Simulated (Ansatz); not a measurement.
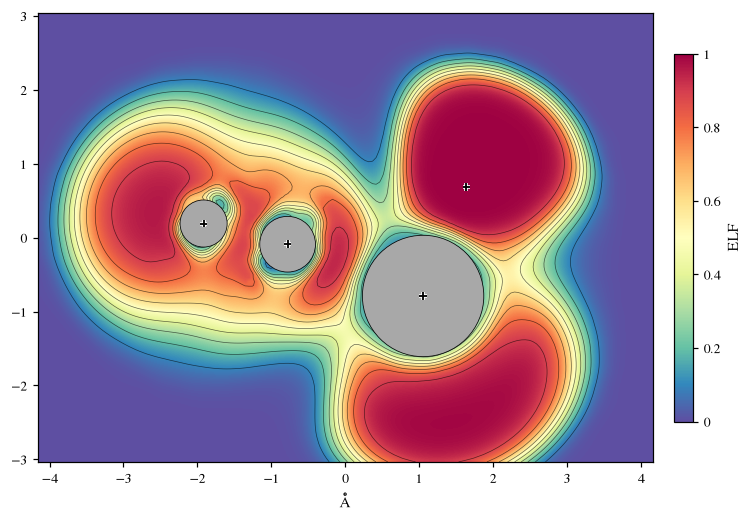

The electron localisation function on a plane through atoms (crosses mark nuclei in the plane; grey discs cover the cores).

Theory: isolated molecule in a Gaussian basis; Kohn-Sham density functional theory, functional PBE0 in Ansatz.

Candidates:
A. CHGeN (SMILES N#[C][GeH])
B. C$_{3}$H$_{11}$NSn (SMILES CC[CH2][SnH-][NH3+])
C. C$_{2}$H$_{4}$F$_{2}$Sn (SMILES FC[CH2][Sn][F])

> Which candidate gave the map?

Candidate A: CHGeN on the molecular plane, which holds C, Ge, N and H. C–N (1.17 Å): the ELF peaks at about 0.85 between the atoms; a short, multiple covalent bond. C–Ge (1.96 Å): the ELF peaks at about 0.95 in the valence shell of C, 0.7 Å from its nucleus, and is about 0.60 at the midpoint.
